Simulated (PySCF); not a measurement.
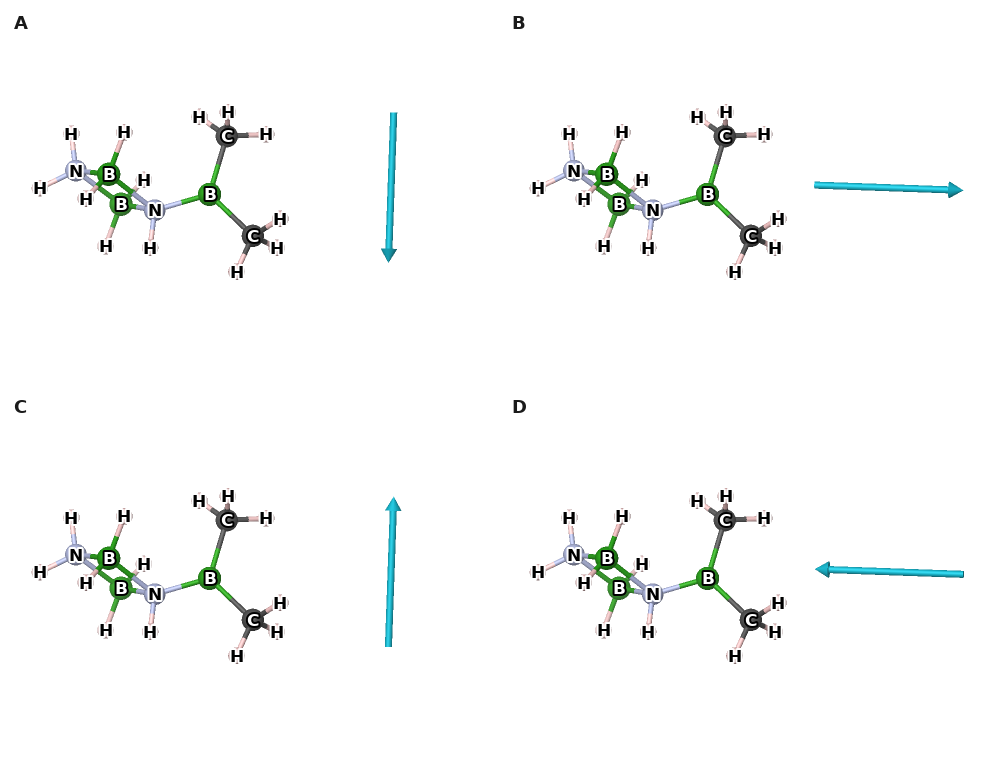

The same molecule four times, each with an arrow. The geometry was computed by an optimisation with GFN2-xTB. No frequency run is at hand to confirm it as a minimum. Method: CAM-B3LYP/def2-SVPD, gas phase (PySCF 2.14.0).

Which arrow points along the dipole moment, from the negative to the positive end?

Answer. D. The dipole moment is 0.66 D.

The geometry is semi-empirical. Around B such bond lengths and angles can be off by a tenth of an ångström or more and by several degrees, and values that hang on the shape move with them.
